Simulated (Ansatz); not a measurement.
# Run report: CH₃AlN (charge +1), geometry relaxation

The run: geometry relaxation of CH₃AlN, charge +1. Method and program: RKS r2SCAN-D4/6-31G* (Ansatz 0.2.0).

It belongs to a series of runs on one base structure; here: start relaxed. Figures and captions count atoms from 1; the log counts them from 0 in places.

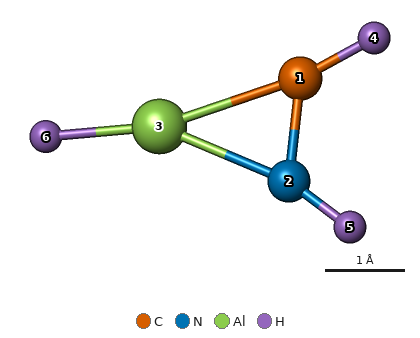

The starting structure (ball-and-stick view, seen at a tilt; atoms are numbered from 1 in the order of the input). Sticks mark near contacts. Bond lengths as drawn: Al–C 1.96 Å, Al–H 1.52 Å, Al–N 1.89 Å, C–H 1.10 Å, C–N 1.32 Å and H–N 1.03 Å.

## Key numbers

| quantity | value |
| --- | --- |
| outcome | converged |
| total energy | −9161.5953 eV |
| mean-field energy | −9161.5802 eV |
| largest force (length of the vector) at the end | 0.002 eV/Å |
| hardware | 1 thread of Arm Neoverse N1, 24 GiB of memory available, shared host |
| wall time | 20 s |
| peak memory | 0.11 GiB |

## The input
```yaml
crystal:
  periodic: [false, false, false]
  atoms:
    - { symbol: C, position_ang: [-0.63153, -0.60717, -0.23161] }
    - { symbol: "N", position_ang: [0.40202, 0.06131, -0.70436] }
    - { symbol: Al, position_ang: [0.17853, 0.56895, 1.10448] }
    - { symbol: H, position_ang: [-1.20603, -1.3126, -0.84104] }
    - { symbol: H, position_ang: [0.70607, -0.06025, -1.67639] }
    - { symbol: H, position_ang: [0.55094, 1.34977, 2.34892] }
total_charge: 1
basis:
  gaussian: { orbitals: "6-31G*" }
hamiltonian:
  xc: r2scan
  dispersion: d4
relax:
  f_tol: 0.02
  max_steps: 40
scf:
  lower_state_search: "off"
```

Launched with:
```bash
ansatz run input.yaml --threads 1 --pin off --max-ram 2048MiB --backend cpu --events-out ev --progress --plain --runs-dir out
```

## What the program printed
```
The last accepted step is kept in [file] (removed where the run ends without a failure and the disk answers)
Engine: ansatz 0.2.0, aarch64-unknown-linux-gnu
Functional definition: r2SCAN
  parameter k0 = 0.174
  parameter k1 = 0.065
  parameter a1 = 4.9479
  exchange = r2scan_x(k0 = k0, k1 = k1, a1 = a1)
  correlation = r2scan_c
these checks for a lower state are left out or cut short: stability, starts, cluster_reference, orbital_swaps, neighbouring_geometries, increment
679 factors; their error is unknown
mean field evaluation 1: about -9148.7620 eV, gradient 7.5e1 eV
mean field evaluation 2: about -9100.0776 eV, gradient 1.4e2 eV
mean field evaluation 4: about -9161.3750 eV, gradient 7.8e0 eV
mean field evaluation 8: about -9161.5091 eV, gradient 2.6e-1 eV
mean field evaluation 16: about -9161.5092 eV, gradient 4.1e-5 eV
mean field -9161.50922790 eV, -336.6792542313 hartree, gradient 5.7e-6 eV, S^2 0.000000; 0 other end points of the search recorded, 0 dependent functions left out
the calculation of the forces begins
reference -9161.50923904 eV, -336.6792546408 hartree; 14, 14 occupied and 41, 41 virtual orbitals, 679 factors
relax step   1: F+E_penalty+E_count = -9161.52437553 eV  Δ(F+E_penalty+E_count) = +0.000e0 eV  max|allowed force component| = 1.438e0 eV/Å  Δτ_max = 0.0000 Å  (15 SCF iters, accepted)
these checks for a lower state are left out or cut short: stability, starts, cluster_reference, orbital_swaps, neighbouring_geometries, increment
679 factors; their error is unknown
mean field -9161.56398495 eV, -336.6812665158 hartree, gradient 1.5e-6 eV, S^2 0.000000; 0 other end points of the search recorded, 0 dependent functions left out
the calculation of the forces begins
reference -9161.56399603 eV, -336.6812669230 hartree; 14, 14 occupied and 41, 41 virtual orbitals, 679 factors
relax step   2: F+E_penalty+E_count = -9161.57913297 eV  Δ(F+E_penalty+E_count) = -5.476e-2 eV  max|allowed force component| = 5.078e-1 eV/Å  Δτ_max = 0.0364 Å  (20 SCF iters, accepted)
these checks for a lower state are left out or cut short: stability, starts, cluster_reference, orbital_swaps, neighbouring_geometries, increment
679 factors; their error is unknown
mean field evaluation 32: about -9161.5793 eV, gradient 1.4e-6 eV
mean field -9161.57934792 eV, -336.6818310945 hartree, gradient 1.4e-6 eV, S^2 0.000000; 0 other end points of the search recorded, 0 dependent functions left out
the calculation of the forces begins
reference -9161.57935895 eV, -336.6818314999 hartree; 14, 14 occupied and 41, 41 virtual orbitals, 679 factors
relax step   3: F+E_penalty+E_count = -9161.59451202 eV  Δ(F+E_penalty+E_count) = -1.538e-2 eV  max|allowed force component| = 1.171e-1 eV/Å  Δτ_max = 0.0388 Å  (20 SCF iters, accepted)
these checks for a lower state are left out or cut short: stability, starts, cluster_reference, orbital_swaps, neighbouring_geometries, increment
679 factors; their error is unknown
mean field -9161.57522859 eV, -336.6816797118 hartree, gradient 1.4e-6 eV, S^2 0.000000; 0 other end points of the search recorded, 0 dependent functions left out
the calculation of the forces begins
reference -9161.57523963 eV, -336.6816801177 hartree; 14, 14 occupied and 41, 41 virtual orbitals, 679 factors
relax step   4: F+E_penalty+E_count = -9161.59039645 eV  Δ(F+E_penalty+E_count) = +4.116e-3 eV  max|allowed force component| = 5.563e-1 eV/Å  Δτ_max = 0.0140 Å  (20 SCF iters, rejected (line search))
these checks for a lower state are left out or cut short: stability, starts, cluster_reference, orbital_swaps, neighbouring_geometries, increment
679 factors; their error is unknown
mean field -9161.58004299 eV, -336.6818566380 hartree, gradient 1.5e-6 eV, S^2 0.000000; 0 other end points of the search recorded, 0 dependent functions left out
the calculation of the forces begins
reference -9161.58005403 eV, -336.6818570436 hartree; 14, 14 occupied and 41, 41 virtual orbitals, 679 factors
relax step   5: F+E_penalty+E_count = -9161.59520690 eV  Δ(F+E_penalty+E_count) = -6.949e-4 eV  max|allowed force component| = 3.007e-2 eV/Å  Δτ_max = 0.0069 Å  (21 SCF iters, accepted)
these checks for a lower state are left out or cut short: stability, starts, cluster_reference, orbital_swaps, neighbouring_geometries, increment
679 factors; their error is unknown
mean field -9161.58015099 eV, -336.6818606068 hartree, gradient 1.5e-6 eV, S^2 0.000000; 0 other end points of the search recorded, 0 dependent functions left out
the calculation of the forces begins
reference -9161.58016203 eV, -336.6818610126 hartree; 14, 14 occupied and 41, 41 virtual orbitals, 679 factors
relax step   6: F+E_penalty+E_count = -9161.59531482 eV  Δ(F+E_penalty+E_count) = -1.079e-4 eV  max|allowed force component| = 2.953e-2 eV/Å  Δτ_max = 0.0072 Å  (21 SCF iters, accepted)
these checks for a lower state are left out or cut short: stability, starts, cluster_reference, orbital_swaps, neighbouring_geometries, increment
679 factors; their error is unknown
mean field -9161.58017074 eV, -336.6818613325 hartree, gradient 1.5e-6 eV, S^2 0.000000; 0 other end points of the search recorded, 0 dependent functions left out
the calculation of the forces begins
reference -9161.58018178 eV, -336.6818617382 hartree; 14, 14 occupied and 41, 41 virtual orbitals, 679 factors
relax step   7: F+E_penalty+E_count = -9161.59533496 eV  Δ(F+E_penalty+E_count) = -2.014e-5 eV  max|allowed force component| = 1.941e-3 eV/Å  Δτ_max = 0.0007 Å  (21 SCF iters, accepted)
```

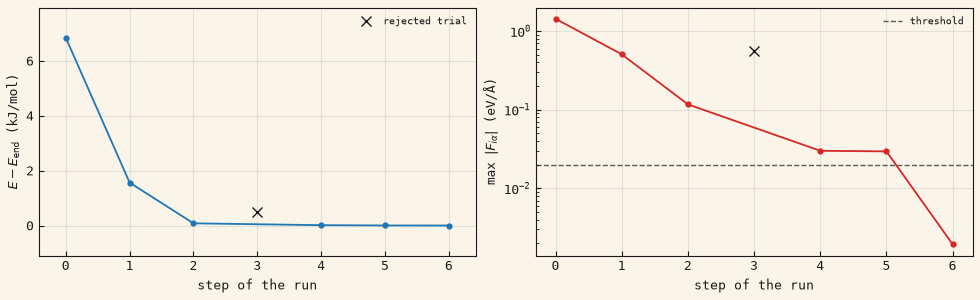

Progress of the relaxation, step by step (the first geometry is step 0 here and step 1 in the log).

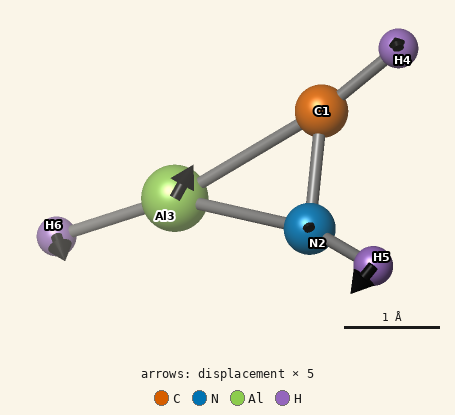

The starting structure with the displacements as black arrows, magnified 5 times (ball-and-stick view, seen at a tilt). The two geometries are laid on each other by the best rigid fit. The atom that moves furthest after the best rigid fit is Al3 (0.081 Å). Largest moves by element: Al 0.081 Å, H 0.077 Å, N 0.017 Å, C 0.007 Å. Among the contacts that change: C1–Al3 1.956 → 1.898 Å, Al3–H6 1.516 → 1.552 Å, N2–Al3 1.892 → 1.863 Å, C1–N2 1.319 → 1.309 Å. Among the angles that change: N2–Al3–H6 153.4° → 146.6°, C1–Al3–H6 166.6° → 172.7°, C1–N2–H5 120.8° → 124.8°. The energy falls by 6.85 kJ/mol in 6 geometry steps. The largest force component goes from 1.4 to 0.0019 eV/Å. The line search rejected the trial step at point 3 (counted from 0) and went back. (Atoms are counted from 1 in the order of the input.)

```
Total energy: -9161.59534600 eV, -336.6824190132 hartree
Atom 0 at    -0.635579    -0.611878    -0.233990 Å, force     0.000458     0.001228    -0.001941 eV/Å
Atom 1 at     0.392036     0.058056    -0.691054 Å, force     0.001327     0.001078     0.000641 eV/Å
Atom 2 at     0.118380     0.515253     1.094428 Å, force    -0.000853    -0.000577     0.001213 eV/Å
Atom 3 at    -1.225548    -1.320460    -0.820831 Å, force    -0.000030    -0.000687     0.000772 eV/Å
Atom 4 at     0.756897    -0.008328    -1.650255 Å, force    -0.001072    -0.000964    -0.000302 eV/Å
Atom 5 at     0.593815     1.367367     2.301702 Å, force     0.000170    -0.000079    -0.000384 eV/Å
Dipole moment:     0.010119    -0.008089    -0.043181 e Å
Checks for a lower state left out: stability, starts, cluster_reference, orbital_swaps, neighbouring_geometries, increment
```

## Trajectory as extended XYZ (Å, eV, eV/Å), 7 frames, from step=1 to step=7
```
6
Properties=species:S:1:pos:R:3:forces:R:3 step=1 energy=-9161.52438
C    -0.6315   -0.6072   -0.2316    0.6571   0.7356   0.5184
N     0.4020    0.0613   -0.7044   -0.5052  -0.2646   0.3891
Al    0.1785    0.5689    1.1045   -0.6420  -1.0771  -1.4379
H    -1.2060   -1.3126   -0.8410   -0.0435   0.0196   0.1412
H     0.7061   -0.0602   -1.6764    0.2929   0.2141  -0.0670
H     0.5509    1.3498    2.3489    0.2409   0.3723   0.4562
6
Properties=species:S:1:pos:R:3:forces:R:3 step=2 energy=-9161.57913
C    -0.6312   -0.6068   -0.2300    0.3631   0.3659   0.1684
N     0.3993    0.0596   -0.7032   -0.2915  -0.1729   0.1811
Al    0.1542    0.5444    1.0929   -0.2598  -0.4082  -0.5078
H    -1.2137   -1.3135   -0.8278   -0.0376  -0.0006   0.0834
H     0.7266   -0.0420   -1.6726    0.1408   0.1256   0.0225
H     0.5648    1.3582    2.3407    0.0851   0.0902   0.0524
6
Properties=species:S:1:pos:R:3:forces:R:3 step=3 energy=-9161.59451
C    -0.6337   -0.6076   -0.2301    0.0264  -0.0306  -0.1002
N     0.3948    0.0589   -0.6942   -0.0439  -0.0437  -0.0463
Al    0.1253    0.5189    1.0887    0.0256   0.0675   0.1171
H    -1.2217   -1.3170   -0.8176   -0.0203  -0.0037   0.0144
H     0.7506   -0.0162   -1.6573    0.0094   0.0224   0.0513
H     0.5847    1.3629    2.3105    0.0027  -0.0118  -0.0364
6
Properties=species:S:1:pos:R:3:forces:R:3 step=4 energy=-9161.59040 accepted=F
C    -0.6260   -0.6122   -0.2379   -0.5563  -0.2842   0.2191
N     0.3894    0.0579   -0.6936    0.3760   0.2359  -0.0037
Al    0.1248    0.5169    1.0898   -0.0295   0.0009   0.0781
H    -1.2303   -1.3186   -0.8179    0.0975   0.0379   0.0204
H     0.7538   -0.0099   -1.6452    0.1027   0.0105  -0.2938
H     0.5883    1.3660    2.3048    0.0096  -0.0009  -0.0201
6
Properties=species:S:1:pos:R:3:forces:R:3 step=5 energy=-9161.59521
C    -0.6343   -0.6099   -0.2331   -0.0038  -0.0105  -0.0082
N     0.3932    0.0584   -0.6931   -0.0089  -0.0078  -0.0067
Al    0.1227    0.5178    1.0915   -0.0048   0.0085   0.0301
H    -1.2247   -1.3193   -0.8185   -0.0021   0.0009   0.0007
H     0.7542   -0.0119   -1.6533    0.0134   0.0083  -0.0046
H     0.5888    1.3649    2.3065    0.0061   0.0006  -0.0113
6
Properties=species:S:1:pos:R:3:forces:R:3 step=6 energy=-9161.59532
C    -0.6358   -0.6115   -0.2336   -0.0106  -0.0194  -0.0295
N     0.3918    0.0581   -0.6914   -0.0001   0.0075   0.0200
Al    0.1182    0.5160    1.0944    0.0013  -0.0024  -0.0047
H    -1.2254   -1.3210   -0.8213    0.0110   0.0166   0.0196
H     0.7570   -0.0086   -1.6503   -0.0017  -0.0033  -0.0052
H     0.5941    1.3671    2.3021    0.0001   0.0010  -0.0002
6
Properties=species:S:1:pos:R:3:forces:R:3 step=7 energy=-9161.59533
C    -0.6356   -0.6119   -0.2340    0.0005   0.0012  -0.0019
N     0.3920    0.0581   -0.6911    0.0013   0.0011   0.0006
Al    0.1184    0.5153    1.0944   -0.0009  -0.0006   0.0012
H    -1.2255   -1.3205   -0.8208    0.0000  -0.0007   0.0008
H     0.7569   -0.0083   -1.6503   -0.0011  -0.0010  -0.0003
H     0.5938    1.3674    2.3017    0.0002  -0.0001  -0.0004
```
